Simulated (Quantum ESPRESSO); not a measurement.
# MnPt3: orders under uniaxial strain

Wanted: the trend of the moments of MnPt3 with uniaxial strain.

Method: PBEsol; plane waves with GBRV 1.5 PBEsol potentials, no spin-orbit coupling, in Quantum ESPRESSO 7.5.

**1. Set-up**

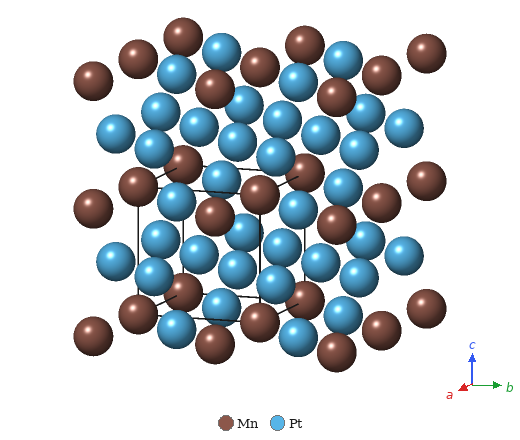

The cell as given, slightly off an axis (manganese brown, platinum blue). 2×2×2 cells are drawn. Some periodic images of atoms are drawn too.

The cell comes from the Crystallography Open Database.

**2. Factor along z 0.94, ferro +**

Lengths along Cartesian z scale by the factor. Atoms keep their fractional places. Seeded atoms are those given a starting moment.

File pw.in:

```
&CONTROL
  calculation = 'scf'
  prefix = 'pwscf'
  outdir = './tmp'
  pseudo_dir = './pseudo'
  disk_io = 'nowf'
  tprnfor = .true.
  tstress = .true.
/
&SYSTEM
  ibrav = 0
  nat = 4
  ntyp = 2
  ecutwfc = 40
  ecutrho = 280
  nbnd = 43
  occupations = 'smearing'
  smearing = 'fd'
  degauss = 0.00734986
  nspin = 2
  starting_magnetization(1) = 0.2333
  starting_magnetization(2) = 0
/
&ELECTRONS
  conv_thr = 8d-09
  electron_maxstep = 150
  mixing_beta = 0.3
/
ATOMIC_SPECIES
Mn     54.9380 mn_pbesol_v1.5.uspp.F.UPF
Pt    195.0840 pt_pbesol_v1.4.uspp.F.UPF
CELL_PARAMETERS bohr
   7.3699318860    0.0000000000    0.0000000000
   0.0000000000    7.3699318860    0.0000000000
   0.0000000000    0.0000000000    6.9277359729
ATOMIC_POSITIONS crystal
Mn      0.0000000000    0.0000000000    0.0000000000
Pt      0.0000000000    0.5000000000    0.5000000000
Pt      0.5000000000    0.0000000000    0.5000000000
Pt      0.5000000000    0.5000000000    0.0000000000
K_POINTS automatic
8 8 8 0 0 0
```

Run with:

```sh
$ OMP_NUM_THREADS=1 mpirun -n 2 pw.x -nk 2 -in pw.in > pw.out
```

Output:

```text
Program PWSCF v.7.5 starts

     Message from routine setup:
     using ibrav=0 with symmetry is DISCOURAGED, use correct ibrav instead

     K-points division:     npool     =       2
     Subspace diagonalization in iterative solution of the eigenvalue problem:

     bravais-lattice index     =            0
     lattice parameter (alat)  =       7.3699  a.u.
     unit-cell volume          =     376.2862 (a.u.)^3
     number of atoms/cell      =            4
     number of atomic types    =            2
     number of electrons       =        63.00
     number of Kohn-Sham states=           43
     kinetic-energy cutoff     =      40.0000  Ry
     charge density cutoff     =     280.0000  Ry
     scf convergence threshold =      8.0E-09
     mixing beta               =       0.3000
     number of iterations used =            8  plain     mixing
     Exchange-correlation= SLA  PW   PSX  PSC
                           (   1   4  10   8   0   0   0)

     celldm(1)=   7.369932  celldm(2)=   0.000000  celldm(3)=   0.000000
     celldm(4)=   0.000000  celldm(5)=   0.000000  celldm(6)=   0.000000

     crystal axes: (cart. coord. in units of alat)
               a(1) = (   1.000000   0.000000   0.000000 )
               a(2) = (   0.000000   1.000000   0.000000 )
               a(3) = (   0.000000   0.000000   0.940000 )

     reciprocal axes: (cart. coord. in units 2 pi/alat)
               b(1) = (  1.000000  0.000000  0.000000 )
               b(2) = (  0.000000  1.000000  0.000000 )
               b(3) = (  0.000000  0.000000  1.063830 )

     PseudoPot. # 1 for Mn read from file:
     mn_pbesol_v1.5.uspp.F.UPF
     Pseudo is Ultrasoft + core correction, Zval = 15.0

     PseudoPot. # 2 for Pt read from file:
     pt_pbesol_v1.4.uspp.F.UPF
     Pseudo is Ultrasoft + core correction, Zval = 16.0

     atomic species   valence    mass     pseudopotential
     Mn               15.00    54.93800     Mn( 1.00)
     Pt               16.00   195.08400     Pt( 1.00)

     Starting magnetic structure
     atomic species   magnetization
     Mn              0.233
     Pt              0.000

     16 Sym. Ops., with inversion, found

   Cartesian axes

     site n.     atom                  positions (alat units)
         1        Mn     tau(   1) = (   0.0000000   0.0000000   0.0000000  )
         2        Pt     tau(   2) = (   0.0000000   0.5000000   0.4700000  )
         3        Pt     tau(   3) = (   0.5000000   0.0000000   0.4700000  )
         4        Pt     tau(   4) = (   0.5000000   0.5000000   0.0000000  )

     number of k points=    75  Fermi-Dirac smearing, width (Ry)=  0.0073
                       cart. coord. in units 2pi/alat
        k(    1) = (   0.0000000   0.0000000   0.0000000), wk =   0.0019531
        k(    2) = (   0.0000000   0.0000000   0.1329787), wk =   0.0039062
        k(    3) = (   0.0000000   0.0000000   0.2659574), wk =   0.0039062
        k(    4) = (   0.0000000   0.0000000   0.3989362), wk =   0.0039062
        k(    5) = (   0.0000000   0.0000000  -0.5319149), wk =   0.0019531
        [... 70 further k-points ...]

     Dense  grid:    29789 G-vectors     FFT dimensions: (  40,  40,  40)

     Smooth grid:    12819 G-vectors     FFT dimensions: (  30,  30,  27)

     Check: negative core charge=   -0.000018
     Generating pointlists ...
     new r_m :   0.2831 (alat units)  2.0862 (a.u.) for type    1
     new r_m :   0.2831 (alat units)  2.0862 (a.u.) for type    2

     Initial potential from superposition of free atoms

     starting charge      60.9999, renormalised to      63.0000

     negative rho (up, down):  2.736E-01 2.738E-01
     Starting wfcs are   49 randomized atomic wfcs

     Self-consistent Calculation

     iteration #  1     ecut=    40.00 Ry     beta= 0.30
     Davidson diagonalization with overlap
     ethr =  1.00E-02,  avg # of iterations =  3.2

     negative rho (up, down):  2.605E-01 2.593E-01

     total energy              =    -842.16990180 Ry
     estimated scf accuracy    <       4.39929400 Ry

     total magnetization       =     3.04 Bohr mag/cell
     absolute magnetization    =     3.09 Bohr mag/cell

     iteration #  2     ecut=    40.00 Ry     beta= 0.30
     Davidson diagonalization with overlap
     ethr =  6.98E-03,  avg # of iterations =  1.9

     negative rho (up, down):  2.602E-01 2.588E-01

     total energy              =    -841.92833523 Ry
     estimated scf accuracy    <       7.88628658 Ry

     total magnetization       =     1.91 Bohr mag/cell
     absolute magnetization    =     1.94 Bohr mag/cell

     [... further iterations left out ...]

     iteration # 15     ecut=    40.00 Ry     beta= 0.30
     Davidson diagonalization with overlap
     ethr =  1.28E-10,  avg # of iterations =  1.4

     negative rho (up, down):  2.531E-01 2.475E-01

     total energy              =    -842.82516165 Ry
     estimated scf accuracy    <       0.00000001 Ry

     total magnetization       =     4.14 Bohr mag/cell
     absolute magnetization    =     4.33 Bohr mag/cell

     iteration # 16     ecut=    40.00 Ry     beta= 0.30
     Davidson diagonalization with overlap
     ethr =  1.73E-11,  avg # of iterations =  2.3

     negative rho (up, down):  2.531E-01 2.475E-01

     Magnetic moment per site  (integrated on atomic sphere of radius R)
     atom   1 (R=0.283)  charge= 13.6165  magn=  3.5986
     atom   2 (R=0.283)  charge= 13.8260  magn=  0.1812
     atom   3 (R=0.283)  charge= 13.8260  magn=  0.1812
     atom   4 (R=0.283)  charge= 13.8393  magn=  0.1337

     End of self-consistent calculation

     Number of k-points >= 100: set verbosity='high' to print the bands.

     the Fermi energy is    22.3682 ev

!    total energy              =    -842.82516165 Ry
     estimated scf accuracy    <          3.4E-10 Ry
     smearing contrib. (-TS)   =      -0.00713741 Ry
     internal energy E=F+TS    =    -842.81802425 Ry

     The total energy is F=E-TS. E is the sum of the following terms:
     one-electron contribution =    -139.21624870 Ry
     hartree contribution      =     123.45266759 Ry
     xc contribution           =    -196.69892868 Ry
     ewald contribution        =    -630.35551445 Ry

     total magnetization       =     4.14 Bohr mag/cell
     absolute magnetization    =     4.33 Bohr mag/cell

     convergence has been achieved in  16 iterations

     negative rho (up, down):  2.531E-01 2.475E-01

     Forces acting on atoms (cartesian axes, Ry/au):

     atom    1 type  1   force =     0.00000000    0.00000000    0.00000000
     atom    2 type  2   force =     0.00000000    0.00000000    0.00000000
     atom    3 type  2   force =     0.00000000    0.00000000    0.00000000
     atom    4 type  2   force =     0.00000000    0.00000000    0.00000000

     Total force =     0.000000     Total SCF correction =     0.000000

     Computing stress (Cartesian axis) and pressure

     negative rho (up, down):  2.531E-01 2.475E-01
          total   stress  (Ry/bohr**3)                   (kbar)     P=      106.77
   0.00050954   0.00000000   0.00000000           74.96        0.00        0.00
   0.00000000   0.00050954   0.00000000            0.00       74.96        0.00
   0.00000000   0.00000000   0.00115844            0.00        0.00      170.41

=------------------------------------------------------------------------------=
   JOB DONE.
=------------------------------------------------------------------------------=
```

Wall time 1.7 min (2 MPI ranks of Intel Xeon 6975P-C (Granite Rapids), shared host); peak memory 0.32 GiB.

Spin moment in the atom's sphere by atom:

| atom | spin moment in the atom's sphere (μB) |
| --- | --- |
| Mn1 | 3.60 |
| Pt2 | 0.18 |
| Pt3 | 0.18 |
| Pt4 | 0.13 |

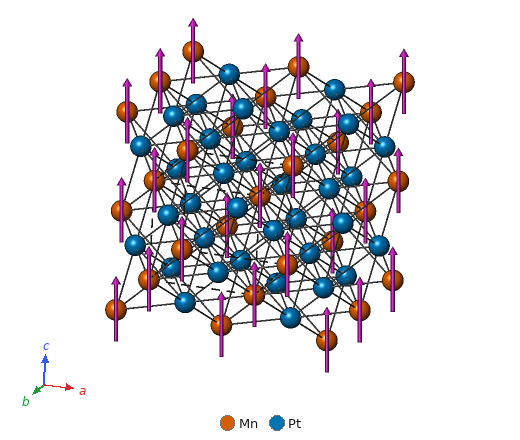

Spin moment in the atom's sphere as arrows, the longest 3.60 μB. Up and down stand for the sign. Arrows give size and sign along the axis of quantisation, drawn up and down the page. 2×2×2 cells are drawn. Some periodic images of atoms are drawn too.

This step gave:

```
smearing term TS       : 0.09711 eV
pressure               : 10.68 GPa
magnetization          : 4.139 μB
absolute magnetization : 4.326 μB
final state            : ferromagnetic
```

**3. Factor along z 0.94, antiferro q=(0,1/2,1/2) +-**

The wavevector q is in fractions of the reciprocal vectors of the crystal's primitive cell, as the cells of these inputs are built from it; moments change sign between cells as cos(2π q·R).

File pw.in:

```
&CONTROL
  calculation = 'scf'
  prefix = 'pwscf'
  outdir = './tmp'
  pseudo_dir = './pseudo'
  disk_io = 'nowf'
  tprnfor = .true.
  tstress = .true.
/
&SYSTEM
  ibrav = 0
  nat = 8
  ntyp = 3
  ecutwfc = 40
  ecutrho = 280
  nbnd = 78
  occupations = 'smearing'
  smearing = 'fd'
  degauss = 0.00734986
  nspin = 2
  starting_magnetization(1) = 0.2333
  starting_magnetization(2) = -0.2333
  starting_magnetization(3) = 0
/
&ELECTRONS
  conv_thr = 1.6d-08
  electron_maxstep = 150
  mixing_beta = 0.3
/
ATOMIC_SPECIES
Mn1    54.9380 mn_pbesol_v1.5.uspp.F.UPF
Mn2    54.9380 mn_pbesol_v1.5.uspp.F.UPF
Pt    195.0840 pt_pbesol_v1.4.uspp.F.UPF
CELL_PARAMETERS bohr
   7.3699318860    0.0000000000    0.0000000000
   0.0000000000   14.7398637721    0.0000000000
   0.0000000000    7.3699318860    6.9277359729
ATOMIC_POSITIONS crystal
Mn1     0.0000000000    0.0000000000    0.0000000000
Mn2     0.0000000000    0.5000000000    0.0000000000
Pt      0.0000000000    0.0000000000    0.5000000000
Pt      0.0000000000    0.5000000000    0.5000000000
Pt      0.5000000000    0.7500000000    0.5000000000
Pt      0.5000000000    0.2500000000    0.5000000000
Pt      0.5000000000    0.2500000000    0.0000000000
Pt      0.5000000000    0.7500000000    0.0000000000
K_POINTS automatic
8 4 8 0 0 0
```

Output:

```text
     [... lines left out ...]
Program PWSCF v.7.5 starts
     [... lines left out ...]
     number of atoms/cell      =            8
     [... lines left out ...]
     number of electrons       =       126.00
     number of Kohn-Sham states=           78
     kinetic-energy cutoff     =      40.0000  Ry
     charge density cutoff     =     280.0000  Ry
     scf convergence threshold =      1.6E-08
     [... lines left out ...]
      8 Sym. Ops., with inversion, found
     [... lines left out ...]
     number of k points=    65  Fermi-Dirac smearing, width (Ry)=  0.0073
     [... lines left out ...]
     iteration # 15     ecut=    40.00 Ry     beta= 0.30
     [... lines left out ...]
     Magnetic moment per site  (integrated on atomic sphere of radius R)
     atom   1 (R=0.283)  charge= 13.6192  magn=  3.5518
     atom   2 (R=0.283)  charge= 13.6192  magn= -3.5518
     atom   3 (R=0.283)  charge= 13.8234  magn= -0.0000
     atom   4 (R=0.283)  charge= 13.8234  magn= -0.0000
     atom   5 (R=0.283)  charge= 13.8281  magn= -0.0000
     atom   6 (R=0.283)  charge= 13.8281  magn= -0.0000
     atom   7 (R=0.283)  charge= 13.8406  magn= -0.0000
     atom   8 (R=0.283)  charge= 13.8406  magn= -0.0000
     [... lines left out ...]
     the Fermi energy is    22.4012 ev
!    total energy              =   -1685.64755532 Ry
     estimated scf accuracy    <       0.00000002 Ry
     smearing contrib. (-TS)   =      -0.01468191 Ry
     [... lines left out ...]
     total magnetization       =    -0.00 Bohr mag/cell
     absolute magnetization    =     7.78 Bohr mag/cell
     convergence has been achieved in  15 iterations
     [... lines left out ...]
     Total force =     0.000001     Total SCF correction =     0.000011
     [... lines left out ...]
          total   stress  (Ry/bohr**3)                   (kbar)     P=      102.17
     [... lines left out ...]
```

Run time: 8.2 min. Hardware: 2 MPI ranks; peak memory 0.89 GiB.

Spin moment in the atom's sphere by atom:

| atom | spin moment in the atom's sphere (μB) |
| --- | --- |
| Mn1 | 3.55 |
| Mn2 | -3.55 |
| Pt3 | 0.00 |
| Pt4 | 0.00 |
| Pt5 | 0.00 |
| Pt6 | 0.00 |
| Pt7 | 0.00 |
| Pt8 | 0.00 |

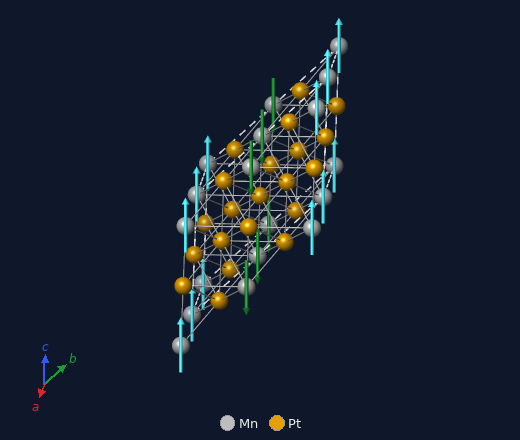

Spin moment in the atom's sphere as arrows, the longest 3.55 μB. Up and down stand for the sign. Arrows give size and sign along the axis of quantisation, drawn up and down the page. The two directions have two colours. 2×1×1 cells are drawn. Some periodic images of atoms are drawn too.

Numbers from this step:

| Item | Value |
| --- | --- |
| smearing term TS | 0.1998 eV |
| pressure | 10.22 GPa |
| magnetization | 0 μB |
| absolute magnetization | 7.776 μB |
| final state | antiferromagnetic |

**4. Factor along z 0.94, no spin polarisation**

File pw.in:

```
&CONTROL
  calculation = 'scf'
  prefix = 'pwscf'
  outdir = './tmp'
  pseudo_dir = './pseudo'
  disk_io = 'nowf'
  tprnfor = .true.
  tstress = .true.
/
&SYSTEM
  ibrav = 0
  nat = 4
  ntyp = 2
  ecutwfc = 40
  ecutrho = 280
  nbnd = 41
  occupations = 'smearing'
  smearing = 'fd'
  degauss = 0.00734986
/
&ELECTRONS
  conv_thr = 8d-09
  electron_maxstep = 150
  mixing_beta = 0.3
/
ATOMIC_SPECIES
Mn     54.9380 mn_pbesol_v1.5.uspp.F.UPF
Pt    195.0840 pt_pbesol_v1.4.uspp.F.UPF
CELL_PARAMETERS bohr
   7.3699318860    0.0000000000    0.0000000000
   0.0000000000    7.3699318860    0.0000000000
   0.0000000000    0.0000000000    6.9277359729
ATOMIC_POSITIONS crystal
Mn      0.0000000000    0.0000000000    0.0000000000
Pt      0.0000000000    0.5000000000    0.5000000000
Pt      0.5000000000    0.0000000000    0.5000000000
Pt      0.5000000000    0.5000000000    0.0000000000
K_POINTS automatic
8 8 8 0 0 0
```

Output:

```text
     [... lines left out ...]
Program PWSCF v.7.5 starts
     [... lines left out ...]
     number of atoms/cell      =            4
     [... lines left out ...]
     number of electrons       =        63.00
     number of Kohn-Sham states=           41
     kinetic-energy cutoff     =      40.0000  Ry
     charge density cutoff     =     280.0000  Ry
     scf convergence threshold =      8.0E-09
     [... lines left out ...]
     16 Sym. Ops., with inversion, found
     [... lines left out ...]
     number of k points=    75  Fermi-Dirac smearing, width (Ry)=  0.0073
     [... lines left out ...]
     iteration # 14     ecut=    40.00 Ry     beta= 0.30
     [... lines left out ...]
     the Fermi energy is    22.4419 ev
!    total energy              =    -842.73896502 Ry
     estimated scf accuracy    <          2.4E-10 Ry
     smearing contrib. (-TS)   =      -0.01859332 Ry
     [... lines left out ...]
     convergence has been achieved in  14 iterations
     [... lines left out ...]
     Total force =     0.000000     Total SCF correction =     0.000000
     [... lines left out ...]
          total   stress  (Ry/bohr**3)                   (kbar)     P=       -1.57
     [... lines left out ...]
```

The job ended after 44 s (2 MPI ranks; peak memory 0.24 GiB).

Read from the output:

```yaml
smearing_term_ts: 0.2530 eV
pressure: -0.1565 GPa
final_state: non-magnetic (no spin polarisation)
```

[end of part 1 of 2]

[Logs and program files are shortened in this print: banners, set-up blocks, solver, clock and traceback lines can be left out without a mark of their own.]

[Logs are printed without paths, hosts, clocks, repeated set-up lines and the standing remarks that a program may print on its own settings, such as how far it seeks lower states.]

[Hosts, paths, dates, database ids (printed as entryN), source tags and the programs' standing remarks are cut or masked in the printed files.]

[Where a cell is said to come from a database of computed structures, the database is the Materials Project.]
